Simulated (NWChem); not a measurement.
**Run report: H₂O, energy and gradient calculation (part 2 of 2)**

H₂O; PBE0/6-311G**, RKS (NWChem 7.3.0). The geometry comes from this level: PBE0-D4/def2-TZVP.

Geometry of the input (Å):
```
O  -0.3027  0.2002  -0.1406
H  0.4665  0.5484  0.3153
H  -0.1638  -0.7486  -0.1747
```

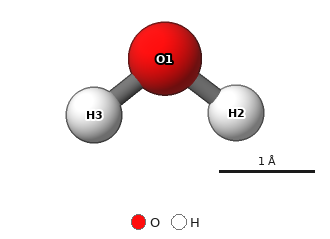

Fig. 1: The structure as given in the input (ball-and-stick view, seen at a tilt; atoms are numbered from 1 in the order of the input).

### The program's output, continued
```
 Vector   10  Occ=0.000000D+00  E= 7.813853D-01
              MO Center= -4.7D-01,  3.1D-01, -2.2D-01, r^2= 1.4D+00
   Bfn.  Coefficient  Atom+Function         Bfn.  Coefficient  Atom+Function
  ----- ------------  ---------------      ----- ------------  ---------------
    11      1.223817  1 O  px                10      0.950800  1 O  s
    12     -0.809486  1 O  py                20     -0.644140  2 H  s
    26     -0.644150  3 H  s                 13      0.568437  1 O  pz
     7     -0.553281  1 O  px                 8      0.365956  1 O  py
     9     -0.256988  1 O  pz                 3     -0.194664  1 O  px

 Vector   11  Occ=0.000000D+00  E= 7.870437D-01
              MO Center= -3.0D-01,  2.0D-01, -1.4D-01, r^2= 1.3D+00
   Bfn.  Coefficient  Atom+Function         Bfn.  Coefficient  Atom+Function
  ----- ------------  ---------------      ----- ------------  ---------------
    13      0.985335  1 O  pz                 9     -0.713042  1 O  pz
    11     -0.532671  1 O  px                 7      0.385470  1 O  px
     5     -0.231479  1 O  pz                 3      0.125137  1 O  px
    12     -0.113394  1 O  py                 8      0.082058  1 O  py
     4      0.026639  1 O  py

 Vector   12  Occ=0.000000D+00  E= 8.845619D-01
              MO Center= -3.1D-01,  2.1D-01, -1.4D-01, r^2= 2.0D+00
   Bfn.  Coefficient  Atom+Function         Bfn.  Coefficient  Atom+Function
  ----- ------------  ---------------      ----- ------------  ---------------
    12      1.576120  1 O  py                21     -0.796971  2 H  s
    27      0.797004  3 H  s                 11      0.765962  1 O  px
    13      0.595460  1 O  pz                 8     -0.586140  1 O  py
    20     -0.426989  2 H  s                 26      0.426903  3 H  s
     7     -0.284847  1 O  px                 9     -0.221442  1 O  pz

 Vector   13  Occ=0.000000D+00  E= 1.083711D+00
              MO Center= -1.6D-01,  1.1D-01, -7.5D-02, r^2= 1.6D+00
   Bfn.  Coefficient  Atom+Function         Bfn.  Coefficient  Atom+Function
  ----- ------------  ---------------      ----- ------------  ---------------
    10      3.092896  1 O  s                  6     -1.523270  1 O  s
    20     -0.842418  2 H  s                 26     -0.842492  3 H  s
    11      0.439254  1 O  px                21     -0.360031  2 H  s
    27     -0.360096  3 H  s                 22      0.324300  2 H  px
    29     -0.293581  3 H  py                12     -0.290570  1 O  py

 Vector   14  Occ=0.000000D+00  E= 1.270134D+00
              MO Center= -2.8D-03,  1.8D-03, -1.3D-03, r^2= 1.3D+00
   Bfn.  Coefficient  Atom+Function         Bfn.  Coefficient  Atom+Function
  ----- ------------  ---------------      ----- ------------  ---------------
    10      2.020419  1 O  s                 20     -1.186324  2 H  s
    26     -1.186430  3 H  s                 11      1.001119  1 O  px
    23      0.712263  2 H  py                12     -0.662221  1 O  py
     6     -0.617363  1 O  s                 28     -0.572147  3 H  px
    13      0.464995  1 O  pz                30     -0.340564  3 H  pz

 Vector   15  Occ=0.000000D+00  E= 1.276068D+00
              MO Center=  1.2D-01, -7.9D-02,  5.5D-02, r^2= 1.0D+00
   Bfn.  Coefficient  Atom+Function         Bfn.  Coefficient  Atom+Function
  ----- ------------  ---------------      ----- ------------  ---------------
    24      0.600212  2 H  pz                30     -0.600184  3 H  pz
    22     -0.324474  2 H  px                28      0.324459  3 H  px
    15      0.094648  1 O  d -1              23     -0.069073  2 H  py
    29      0.069070  3 H  py                16      0.064752  1 O  d  0
    14     -0.059027  1 O  d -2              17     -0.027880  1 O  d  1

 Vector   16  Occ=0.000000D+00  E= 1.478663D+00
              MO Center=  2.4D-02, -1.6D-02,  1.1D-02, r^2= 1.2D+00
   Bfn.  Coefficient  Atom+Function         Bfn.  Coefficient  Atom+Function
  ----- ------------  ---------------      ----- ------------  ---------------
    24      0.669377  2 H  pz                30      0.669409  3 H  pz
    13     -0.510768  1 O  pz                22     -0.361864  2 H  px
    28     -0.361882  3 H  px                11      0.276121  1 O  px
    16      0.085617  1 O  d  0              17     -0.079700  1 O  d  1
    23     -0.077033  2 H  py                29     -0.077037  3 H  py

 Vector   17  Occ=0.000000D+00  E= 1.667744D+00
              MO Center=  5.7D-02, -3.8D-02,  2.7D-02, r^2= 1.4D+00
   Bfn.  Coefficient  Atom+Function         Bfn.  Coefficient  Atom+Function
  ----- ------------  ---------------      ----- ------------  ---------------
    12      0.796711  1 O  py                20     -0.745645  2 H  s
    23     -0.746494  2 H  py                26      0.745696  3 H  s
    28     -0.698187  3 H  px                11      0.387141  1 O  px
    30     -0.388094  3 H  pz                13      0.300975  1 O  pz
    22      0.290398  2 H  px                19      0.172539  2 H  s

 Vector   18  Occ=0.000000D+00  E= 1.955467D+00
              MO Center=  1.1D-01, -7.2D-02,  5.0D-02, r^2= 1.3D+00
   Bfn.  Coefficient  Atom+Function         Bfn.  Coefficient  Atom+Function
  ----- ------------  ---------------      ----- ------------  ---------------
    20     -0.681638  2 H  s                 26      0.681689  3 H  s
    19      0.664215  2 H  s                 25     -0.664050  3 H  s
    21      0.583752  2 H  s                 27     -0.583647  3 H  s
    22     -0.508892  2 H  px                29     -0.510944  3 H  py
     8     -0.365982  1 O  py                24     -0.275513  2 H  pz

 Vector   19  Occ=0.000000D+00  E= 2.079438D+00
              MO Center=  1.1D-01, -7.5D-02,  5.3D-02, r^2= 1.3D+00
   Bfn.  Coefficient  Atom+Function         Bfn.  Coefficient  Atom+Function
  ----- ------------  ---------------      ----- ------------  ---------------
    20      1.042770  2 H  s                 26      1.043266  3 H  s
    19     -0.859943  2 H  s                 25     -0.860248  3 H  s
    21     -0.432487  2 H  s                 27     -0.432704  3 H  s
    29     -0.364950  3 H  py                22      0.258690  2 H  px
     6      0.229627  1 O  s                 23      0.206319  2 H  py

 Vector   20  Occ=0.000000D+00  E= 2.314223D+00
              MO Center=  9.4D-02, -6.2D-02,  4.4D-02, r^2= 1.3D+00
   Bfn.  Coefficient  Atom+Function         Bfn.  Coefficient  Atom+Function
  ----- ------------  ---------------      ----- ------------  ---------------
    20      2.049803  2 H  s                 26      2.049829  3 H  s
    10     -1.838188  1 O  s                 29      1.084625  3 H  py
    22     -0.862932  2 H  px                 6     -0.848099  1 O  s
    11     -0.607055  1 O  px                19     -0.603952  2 H  s
    25     -0.603783  3 H  s                 24     -0.515932  2 H  pz

 Vector   21  Occ=0.000000D+00  E= 2.497365D+00
              MO Center=  1.4D-01, -9.1D-02,  6.4D-02, r^2= 1.4D+00
   Bfn.  Coefficient  Atom+Function         Bfn.  Coefficient  Atom+Function
  ----- ------------  ---------------      ----- ------------  ---------------
    20      2.100378  2 H  s                 26     -2.100439  3 H  s
    29     -1.061966  3 H  py                22     -0.849427  2 H  px
    19     -0.804781  2 H  s                 25      0.804635  3 H  s
     8     -0.726150  1 O  py                12     -0.602933  1 O  py
    21     -0.535706  2 H  s                 27      0.535661  3 H  s

 Vector   22  Occ=0.000000D+00  E= 3.125762D+00
              MO Center= -2.6D-01,  1.7D-01, -1.2D-01, r^2= 5.4D-01
   Bfn.  Coefficient  Atom+Function         Bfn.  Coefficient  Atom+Function
  ----- ------------  ---------------      ----- ------------  ---------------
    16      0.565184  1 O  d  0              17     -0.526020  1 O  d  1
    15     -0.501744  1 O  d -1              18     -0.433149  1 O  d  2
    24     -0.316681  2 H  pz                30     -0.316461  3 H  pz
    13      0.238814  1 O  pz                22      0.171198  2 H  px
    28      0.171079  3 H  px                14      0.170106  1 O  d -2

 Vector   23  Occ=0.000000D+00  E= 3.178483D+00
              MO Center= -2.6D-01,  1.7D-01, -1.2D-01, r^2= 5.4D-01
   Bfn.  Coefficient  Atom+Function         Bfn.  Coefficient  Atom+Function
  ----- ------------  ---------------      ----- ------------  ---------------
    15      0.750446  1 O  d -1              16      0.513001  1 O  d  0
    14     -0.467947  1 O  d -2              24     -0.301261  2 H  pz
    30      0.301542  3 H  pz                17     -0.220752  1 O  d  1
    22      0.162861  2 H  px                28     -0.163013  3 H  px
    18     -0.115612  1 O  d  2              23      0.034669  2 H  py

 Vector   24  Occ=0.000000D+00  E= 3.338704D+00
              MO Center= -2.6D-01,  1.7D-01, -1.2D-01, r^2= 6.1D-01
   Bfn.  Coefficient  Atom+Function         Bfn.  Coefficient  Atom+Function
  ----- ------------  ---------------      ----- ------------  ---------------
    14     -0.783487  1 O  d -2              10      0.736080  1 O  s
    20     -0.512342  2 H  s                 26     -0.512359  3 H  s
    11      0.487883  1 O  px                23      0.463712  2 H  py
    17     -0.443147  1 O  d  1              15     -0.394935  1 O  d -1
    18      0.368926  1 O  d  2              28     -0.359030  3 H  px

 Vector   25  Occ=0.000000D+00  E= 3.623572D+00
              MO Center= -2.3D-01,  1.5D-01, -1.0D-01, r^2= 7.0D-01
   Bfn.  Coefficient  Atom+Function         Bfn.  Coefficient  Atom+Function
  ----- ------------  ---------------      ----- ------------  ---------------
    10      2.065244  1 O  s                 20     -1.105019  2 H  s
    26     -1.104953  3 H  s                 11      0.758609  1 O  px
    29     -0.744105  3 H  py                16     -0.673126  1 O  d  0
    17     -0.664765  1 O  d  1              22      0.610917  2 H  px
    12     -0.501684  1 O  py                18     -0.392796  1 O  d  2

 Vector   26  Occ=0.000000D+00  E= 3.847734D+00
              MO Center= -3.0D-01,  2.0D-01, -1.4D-01, r^2= 7.0D-01
   Bfn.  Coefficient  Atom+Function         Bfn.  Coefficient  Atom+Function
  ----- ------------  ---------------      ----- ------------  ---------------
    18      0.870589  1 O  d  2              12      0.821073  1 O  py
    29      0.582709  3 H  py                14      0.514853  1 O  d -2
    20     -0.515702  2 H  s                 26      0.515896  3 H  s
    22      0.469479  2 H  px                17     -0.457836  1 O  d  1
    11      0.398896  1 O  px                 4      0.394083  1 O  py

 Vector   27  Occ=0.000000D+00  E= 4.816194D+00
              MO Center= -2.9D-01,  1.9D-01, -1.4D-01, r^2= 4.2D-01
   Bfn.  Coefficient  Atom+Function         Bfn.  Coefficient  Atom+Function
  ----- ------------  ---------------      ----- ------------  ---------------
     9      1.217561  1 O  pz                 5     -1.106278  1 O  pz
     7     -0.658212  1 O  px                 3      0.598053  1 O  px
    13     -0.435930  1 O  pz                11      0.235663  1 O  px
     8     -0.140119  1 O  py                 4      0.127312  1 O  py
    24     -0.051332  2 H  pz                30     -0.051345  3 H  pz

 Vector   28  Occ=0.000000D+00  E= 5.230265D+00
              MO Center= -3.0D-01,  2.0D-01, -1.4D-01, r^2= 4.9D-01
   Bfn.  Coefficient  Atom+Function         Bfn.  Coefficient  Atom+Function
  ----- ------------  ---------------      ----- ------------  ---------------
     7      1.347567  1 O  px                10      1.065899  1 O  s
     3     -0.970935  1 O  px                 8     -0.891178  1 O  py
     4      0.642083  1 O  py                 9      0.625935  1 O  pz
    29     -0.562008  3 H  py                20     -0.528092  2 H  s
    26     -0.528062  3 H  s                  5     -0.450995  1 O  pz

 Vector   29  Occ=0.000000D+00  E= 5.670827D+00
              MO Center= -1.9D-01,  1.2D-01, -8.6D-02, r^2= 5.1D-01
   Bfn.  Coefficient  Atom+Function         Bfn.  Coefficient  Atom+Function
  ----- ------------  ---------------      ----- ------------  ---------------
     8      1.722313  1 O  py                 4     -1.058216  1 O  py
     7      0.836775  1 O  px                29      0.704533  3 H  py
     9      0.650566  1 O  pz                22      0.592063  2 H  px
     3     -0.514142  1 O  px                20     -0.507814  2 H  s
    26      0.507950  3 H  s                 18      0.503877  1 O  d  2

 Vector   30  Occ=0.000000D+00  E= 4.998621D+01
              MO Center= -3.0D-01,  2.0D-01, -1.4D-01, r^2= 3.7D-02
   Bfn.  Coefficient  Atom+Function         Bfn.  Coefficient  Atom+Function
  ----- ------------  ---------------      ----- ------------  ---------------
     2     -2.336875  1 O  s                  1      2.246568  1 O  s
     6      0.269616  1 O  s                 10     -0.075297  1 O  s
    29     -0.073421  3 H  py                20     -0.067278  2 H  s
    26     -0.067300  3 H  s                 22      0.059081  2 H  px
     7      0.054438  1 O  px                 8     -0.036022  1 O  py

     ---------------------------------------------
      Total Density - Mulliken Population Analysis
     ---------------------------------------------

    Atom       Charge   Shell Charges
 -----------   ------   -------------------------------------------------------
    1 O    8     8.48   1.08  0.91  0.97  0.99  2.03  0.79  1.69  0.01
    2 H    1     0.76   0.27  0.38  0.04  0.07
    3 H    1     0.76   0.27  0.38  0.04  0.07

     -------------------------------------------
      Total Density - Lowdin Population Analysis
     -------------------------------------------

    Atom       Charge   Shell Charges
 -----------   ------   -------------------------------------------------------
    1 O    8     8.07   1.03  0.95  0.97  0.79  1.99  0.59  1.73  0.01
    2 H    1     0.97   0.28  0.37  0.12  0.20
    3 H    1     0.97   0.28  0.37  0.12  0.20

 center of mass
 --------------
 x =  -0.47599371 y =   0.31481315 z =  -0.22109255

 moments of inertia (a.u.)
 ------------------
           4.320002991568          -0.599474453147          -1.167906996211
          -0.599474453147           2.749169557371          -0.738783944140
          -1.167906996211          -0.738783944140           5.636393565607

     Multipole analysis of the density
     ---------------------------------

     L   x y z        total         alpha         beta         nuclear
     -   - - -        -----         -----         ----         -------
     0   0 0 0     -0.000000     -5.000000     -5.000000     10.000000

     1   1 0 0      0.632776      2.318458      2.318458     -4.004140
     1   0 1 0     -0.418522     -1.533392     -1.533392      2.648262
     1   0 0 1      0.293914      1.076891      1.076891     -1.859868

     2   2 0 0     -4.966706     -4.228659     -4.228659      3.490612
     2   1 1 0      0.777818      0.578809      0.578809     -0.379801
     2   1 0 1      0.292950     -0.775181     -0.775181      1.843313
     2   0 2 0     -3.744718     -3.982474     -3.982474      4.220230
     2   0 1 1      0.604423      0.162037      0.162037      0.280350
     2   0 0 2     -5.115099     -3.071928     -3.071928      1.028756

            General Information
            -------------------
          SCF calculation type: DFT
          Wavefunction type:  closed shell.
          No. of atoms     :     3
          No. of electrons :    10
           Alpha electrons :     5
            Beta electrons :     5
          Charge           :     0
          Spin multiplicity:     1
          Use of symmetry is: off; symmetry adaption is: off
          Maximum number of iterations: 100
          AO basis - number of functions:    30
                     number of shells:    16
          Convergence on energy requested:  1.00D-08
          Convergence on density requested:  1.00D-05
          Convergence on gradient requested:  5.00D-04

              XC Information
              --------------
                         PBE0 Method XC Functional
                     Hartree-Fock (Exact) Exchange  0.250
          PerdewBurkeErnzerhof Exchange Functional  0.750
            Perdew 1991 LDA Correlation Functional  1.000 local
           PerdewBurkeErnz. Correlation Functional  1.000 non-local

             Grid Information
             ----------------
          Grid used for XC integration:  xfine
          Radial quadrature: Mura-Knowles
          Angular quadrature: Lebedev.
          Tag              B.-S. Rad. Rad. Pts. Rad. Cut. Ang. Pts.
          ---              ---------- --------- --------- ---------
          O                   0.60      100           6.0      1454
          H                   0.35      100           8.0      1202
          Grid pruning is: on
          Number of quadrature shells:   300
          Spatial weights used:  Erf1

          Convergence Information
          -----------------------
          Convergence aids based upon iterative change in
          total energy or number of iterations.
          Levelshifting, if invoked, occurs when the
          HOMO/LUMO gap drops below (HL_TOL):  1.00D-02
          DIIS, if invoked, will attempt to extrapolate
          using up to (NFOCK): 10 stored Fock matrices.

                    Damping( 0%)  Levelshifting(0.5)       DIIS
                  --------------- ------------------- ---------------
          dE  on:    start            ASAP                start
          dE off:    2 iters        100 iters           100 iters

      Screening Tolerance Information
      -------------------------------
          Density screening/tol_rho:  1.00D-11
          AO Gaussian exp screening on grid/accAOfunc:  18
          CD Gaussian exp screening on grid/accCDfunc:  20
          XC Gaussian exp screening on grid/accXCfunc:  20
          Schwarz screening/accCoul:  1.00D-09

                            NWChem DFT Gradient Module
                            --------------------------

  charge          =   0.00
  wavefunction    = closed shell

                         DFT ENERGY GRADIENTS

    atom               coordinates                        gradient
                 x          y          z           x          y          z
   1 O      -0.572020   0.378323  -0.265695    0.000742  -0.000529   0.000340
   2 H       0.881557   1.036326   0.595831    0.000763   0.002569   0.000708
   3 H      -0.309537  -1.414649  -0.330135   -0.001504  -0.002040  -0.001048

                 ----------------------------------------
                 |  Time  |  1-e(secs)   |  2-e(secs)   |
                 ----------------------------------------
                 |  CPU   |       0.00   |       0.04   |
                 ----------------------------------------
                 |  WALL  |       0.00   |       0.04   |
                 ----------------------------------------

 Task  times  cpu:        1.2s     wall:        1.2s
 Total times  cpu:        1.2s     wall:        1.2s
```

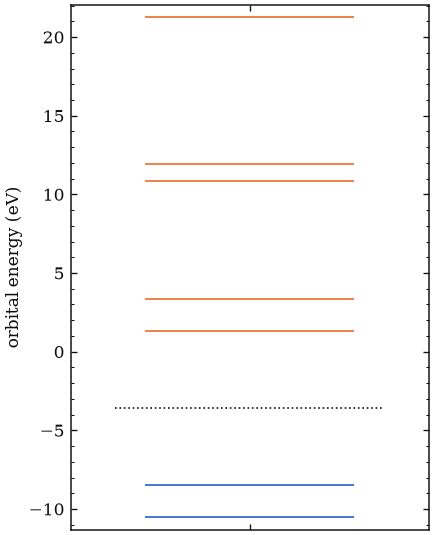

Fig. 2: Orbital energies near the frontier; the dotted line parts filled from empty levels, and levels within 0.02 eV of each other stand side by side. Highest filled −8.47 eV, lowest empty 1.29 eV, 9.76 eV apart.

### Results in brief

```json
{"quantity": "outcome", "value": "converged"}
{"quantity": "total energy", "value": "−76.362406 hartree"}
{"quantity": "basis functions", "value": "30"}
{"quantity": "largest force", "value": "0.143 eV/Å"}
{"quantity": "HOMO", "value": "−8.47 eV"}
{"quantity": "LUMO", "value": "1.29 eV"}
{"quantity": "dipole moment", "value": "2.07 D"}
{"quantity": "wall time", "value": "1.7 s"}
{"quantity": "peak memory", "value": "0.12 GiB"}
```
